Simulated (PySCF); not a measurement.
# C₈H₆ClN: magnetic properties

Wanted: magnetic properties for C₈H₆ClN (`C#Cc1ccc(N)c(Cl)c1`).

Computed with PySCF 2.14.0 and routines of our own; the level stands in each step. Atoms count from 0.

## (1) The system as given

16 atoms, charge 0, multiplicity 1; geometry from: GFN2-xTB.

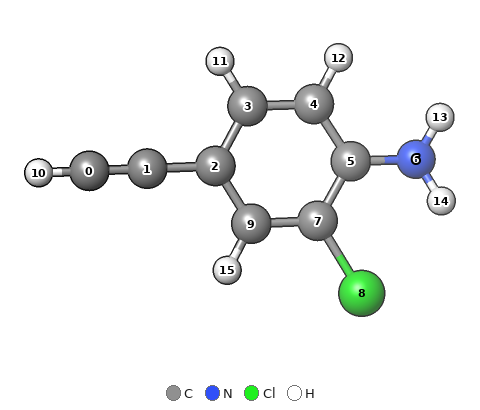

The starting geometry (carbon grey, nitrogen blue, chlorine green, hydrogen white).

## (2) Magnetic properties: GIAO B3LYP/pcSseg-1

Job settings and geometry (Å):

```
{"job": {"kind": "mag", "xc": "B3LYP", "basis": "pcSseg-1", "isotopologues": 0}, "charge": 0, "multiplicity": 1}
C      3.687938     0.438377    -1.088488
C      2.544752     0.314705    -0.742644
C      1.201198     0.161828    -0.329504
C      0.715623     0.840711     0.788445
C     -0.592099     0.678744     1.188905
C     -1.466102    -0.164972     0.496609
N     -2.744646    -0.381947     0.934714
C     -0.960817    -0.833055    -0.626687
Cl    -2.018850    -1.883475    -1.527916
C      0.343895    -0.680246    -1.038978
H      4.686237     0.545994    -1.391869
H      1.374008     1.495788     1.339076
H     -0.962519     1.202810     2.057792
H     -3.145172     0.298074     1.557356
H     -3.375454    -0.815952     0.280157
H      0.704407    -1.208440    -1.908379
```

Method: GIAO B3LYP/pcSseg-1 magnetisability, rotational g tensor and spin-rotation constants, non-relativistic, gas phase.

On the command line:

```bash
$ OMP_NUM_THREADS=1 python excited_run.py task.json out
```

One launch serves the whole session: the jobs run in the order shown.

The program printed:

```text
coarse grid: 15096 points
cycle   1  E = -823.1741223739  dE =  1.843e+00  |g| = 5.123e-01  |ddm| = 4.443e+00
cycle   2  E = -823.1513484177  dE =  2.277e-02  |g| = 5.962e-01  |ddm| = 1.300e+00
cycle   3  E = -823.2348762825  dE = -8.353e-02  |g| = 1.654e-01  |ddm| = 7.497e-01
cycle   4  E = -823.2418209173  dE = -6.945e-03  |g| = 4.608e-02  |ddm| = 2.334e-01
cycle   5  E = -823.2421819362  dE = -3.610e-04  |g| = 2.678e-02  |ddm| = 6.361e-02
cycle   6  E = -823.2423486363  dE = -1.667e-04  |g| = 7.052e-03  |ddm| = 2.645e-02
cycle   7  E = -823.2423604310  dE = -1.179e-05  |g| = 1.997e-03  |ddm| = 8.877e-03
cycle   8  E = -823.2423612777  dE = -8.467e-07  |g| = 5.954e-04  |ddm| = 2.010e-03
final grid: 144640 points
cycle   9  E = -823.3150949774  dE = -3.415e-05  |g| = 5.887e-03  |ddm| = 4.886e-02
cycle  10  E = -823.3150906143  dE =  4.363e-06  |g| = 7.195e-03  |ddm| = 1.571e-02
cycle  11  E = -823.3151035575  dE = -1.294e-05  |g| = 1.075e-03  |ddm| = 9.395e-03
cycle  12  E = -823.3151038208  dE = -2.633e-07  |g| = 4.343e-04  |ddm| = 1.345e-03
cycle  13  E = -823.3151038627  dE = -4.189e-08  |g| = 1.447e-04  |ddm| = 3.970e-04
cycle  14  E = -823.3151038673  dE = -4.583e-09  |g| = 5.696e-05  |ddm| = 1.903e-04
cycle  15  E = -823.3151038682  dE = -8.640e-10  |g| = 1.481e-05  |ddm| = 7.595e-05
converged SCF energy = -823.3151038682

Magnetisability tensor (1e-30 J/T^2)
    -1469.03      121.49     -118.39
      121.49    -1750.30      363.40
     -118.39      363.40    -1534.47
isotropic -1584.60   principal values   -2068.68  -1424.70  -1260.42
isotropic susceptibility -95.427 1e-6 cm^3/mol

Inertial axes            a          b          c
rot. const./GHz      2.1636     0.7762     0.5715
chi total           -85.766    -75.936   -124.578
chi diamagnetic    -657.200  -1581.129  -2113.897
chi paramagnetic    571.434   1505.193   1989.319
quadrupole/D A        6.819      5.707    -12.526
g nuclear            0.5533     0.5357     0.5403
g electronic        -0.5808    -0.5489    -0.5341
g total             -0.0275    -0.0132     0.0062

Spin-rotation constants (kHz, H = +C I.J)
atom  isotope        aa         bb         cc
  6    14N        0.112      0.058      0.034
  8   35Cl        0.441      0.181      0.143
 10     1H        0.036     -0.076     -0.066
 11     1H        0.054     -0.009     -0.061
 12     1H       -0.218      0.078     -0.063
 13     1H       -0.223      0.022     -0.067
 14     1H       -0.024     -0.040     -0.065
 15     1H       -0.206      0.086     -0.061
  0    13C*       0.286      0.213      0.185
  1    13C*       0.078      0.260      0.226
  2    13C*       0.958      0.260      0.069
  3    13C*       0.981      0.326      0.074
  4    13C*       0.711      0.340      0.077
  5    13C*       1.035      0.330      0.083
  7    13C*       0.821      0.293      0.111
  9    13C*       0.809      0.377      0.090
* in the singly substituted isotopologue
```

Wall time 51 s (1 thread of Arm Neoverse V1, shared host); peak memory 1.1 GiB.

From this job:

```csv
quantity,value
magnetisability,-1585·10⁻³⁰ J/T²
molar susceptibility,-95.4·10⁻⁶ cm³/mol
"rotational g (a, b, c)","-0.0275, -0.0132, 0.0062"
```

The fields below are evaluated on a grid from the run's orbitals.

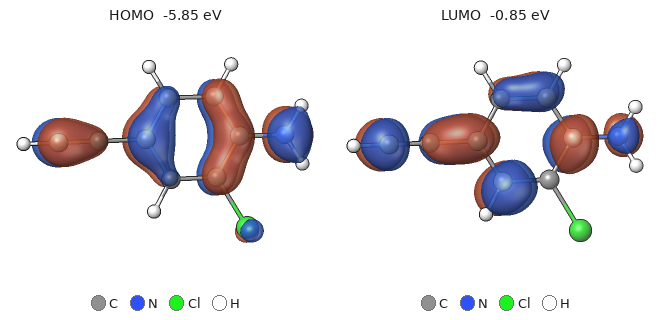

B3LYP/pcSseg-1 orbitals near the gap, drawn at the value that encloses 70 % of each; the two colours are the two signs.

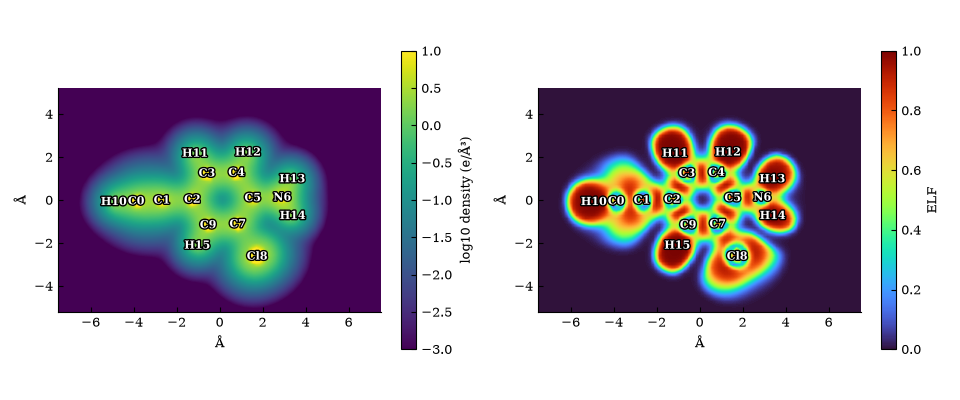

Density (left) and ELF (right) in a plane through or near 16 of the atoms.

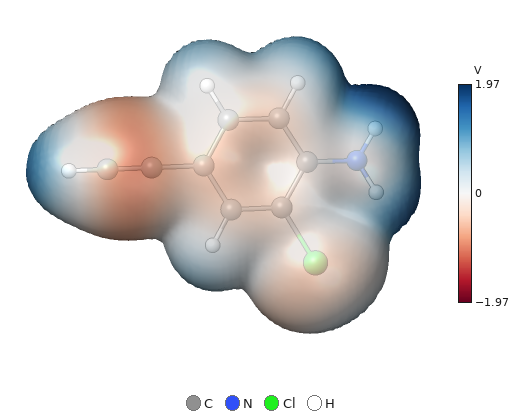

Electrostatic potential on the surface of density 0.002 e/bohr³; red is low, blue high. It runs, from the 1st to the 99th percentile, from -0.90 V near C0 to 1.97 V near H13.

## (3) Magnetic properties: GIAO HCTH407/pcSseg-1

Settings changed since step 2:

```diff
@@ -1,2 +1,2 @@
-{"job": {"kind": "mag", "xc": "B3LYP", "basis": "pcSseg-1", "isotopologues": 0}, "charge": 0, "multiplicity": 1}
+{"job": {"kind": "mag", "xc": "HCTH407", "basis": "pcSseg-1"}, "charge": 0, "multiplicity": 1}
 C      3.687938     0.438377    -1.088488
```

Level: GIAO HCTH407/pcSseg-1 magnetisability, rotational g tensor and spin-rotation constants, non-relativistic, gas phase.

The program printed:

```text
coarse grid: 15096 points
cycle   1  E = -823.1571652892  dE =  1.555e+00  |g| = 6.171e-01  |ddm| = 4.535e+00
cycle   2  E = -823.0715588251  dE =  8.561e-02  |g| = 8.286e-01  |ddm| = 1.787e+00
cycle   3  E = -823.2357584478  dE = -1.642e-01  |g| = 2.911e-01  |ddm| = 1.207e+00
cycle   4  E = -823.2591942099  dE = -2.344e-02  |g| = 6.758e-02  |ddm| = 3.703e-01
cycle   5  E = -823.2598084439  dE = -6.142e-04  |g| = 4.523e-02  |ddm| = 8.642e-02
cycle   6  E = -823.2602918520  dE = -4.834e-04  |g| = 1.531e-02  |ddm| = 5.186e-02
cycle   7  E = -823.2603498741  dE = -5.802e-05  |g| = 3.180e-03  |ddm| = 1.900e-02
cycle   8  E = -823.2603518022  dE = -1.928e-06  |g| = 1.685e-03  |ddm| = 5.157e-03
final grid: 144640 points
cycle   9  E = -823.3020321750  dE = -1.242e-04  |g| = 7.130e-03  |ddm| = 1.223e-01
cycle  10  E = -823.3020095263  dE =  2.265e-05  |g| = 1.094e-02  |ddm| = 2.323e-02
cycle  11  E = -823.3020385267  dE = -2.900e-05  |g| = 3.707e-03  |ddm| = 1.577e-02
cycle  12  E = -823.3020420346  dE = -3.508e-06  |g| = 9.701e-04  |ddm| = 5.046e-03
cycle  13  E = -823.3020422505  dE = -2.159e-07  |g| = 4.273e-04  |ddm| = 1.617e-03
cycle  14  E = -823.3020422932  dE = -4.276e-08  |g| = 1.423e-04  |ddm| = 4.599e-04
cycle  15  E = -823.3020422981  dE = -4.880e-09  |g| = 4.796e-05  |ddm| = 1.567e-04
cycle  16  E = -823.3020422986  dE = -5.375e-10  |g| = 1.393e-05  |ddm| = 4.090e-05
converged SCF energy = -823.3020422986

Magnetisability tensor (1e-30 J/T^2)
    -1436.79      118.92     -115.76
      118.92    -1713.82      351.90
     -115.76      351.90    -1505.15
isotropic -1551.92   principal values   -2022.78  -1393.45  -1239.54
isotropic susceptibility -93.459 1e-6 cm^3/mol

Inertial axes            a          b          c
rot. const./GHz      2.1636     0.7762     0.5715
chi total           -83.892    -74.672   -121.814
chi diamagnetic    -655.411  -1579.318  -2112.462
chi paramagnetic    571.519   1504.647   1990.649
quadrupole/D A        6.629      5.483    -12.112
g nuclear            0.5533     0.5357     0.5403
g electronic        -0.5809    -0.5487    -0.5344
g total             -0.0276    -0.0130     0.0059

Spin-rotation constants (kHz, H = +C I.J)
atom  isotope        aa         bb         cc
  6    14N        0.115      0.059      0.034
  8   35Cl        0.457      0.188      0.144
 10     1H        0.041     -0.075     -0.066
 11     1H        0.056     -0.008     -0.060
 12     1H       -0.213      0.078     -0.062
 13     1H       -0.220      0.024     -0.066
 14     1H       -0.021     -0.038     -0.064
 15     1H       -0.201      0.085     -0.060
  0    13C*       0.288      0.205      0.176
  1    13C*       0.099      0.251      0.219
  2    13C*       0.903      0.252      0.070
  3    13C*       0.931      0.310      0.074
  4    13C*       0.684      0.324      0.077
  5    13C*       0.970      0.314      0.082
  7    13C*       0.780      0.281      0.112
  9    13C*       0.773      0.356      0.088
* in the singly substituted isotopologue
```

It took 55 s on 1 thread of Arm Neoverse V1, shared host; peak memory 0.73 GiB.

From this job:

```csv
quantity,value
magnetisability,-1552·10⁻³⁰ J/T²
molar susceptibility,-93.5·10⁻⁶ cm³/mol
"rotational g (a, b, c)","-0.0276, -0.0130, 0.0059"
```

## (4) Magnetic properties side by side

```csv
level,ξ (10⁻³⁰ J/T²),g(a),g(b),gap (eV),functions,time
GIAO B3LYP/pcSseg-1,-1585,-0.0275,-0.0132,5.00,207,51 s
GIAO HCTH407/pcSseg-1,-1552,-0.0276,-0.0130,3.63,207,55 s
```

## (5) Summary of results

| quantity | value |
| --- | --- |
| magnetisability (step 2, GIAO B3LYP/pcSseg-1) | -1585·10⁻³⁰ J/T² |
| molar susceptibility (step 2, GIAO B3LYP/pcSseg-1) | -95.4·10⁻⁶ cm³/mol |
| rotational g (a, b, c) (step 2, GIAO B3LYP/pcSseg-1) | -0.0275, -0.0132, 0.0062 |
| surface potential, 1st and 99th percentile | -0.90 V and 1.97 V |
| magnetisability over the levels | -1585 to -1552·10⁻³⁰ J/T² |

At B3LYP/pcSseg-1, counted by nearest atom on the grid, the HOMO lies on N6 18 %; C0, C2 about 15 % each, the LUMO on C2, C5, C9 about 17 % each; C0 12 %. The magnetisability spreads by 2.1 % over 2 levels of like cost. Two levels can agree by chance, so this spread shows no convergence. Vibrational averaging and real surroundings are missing from these values.
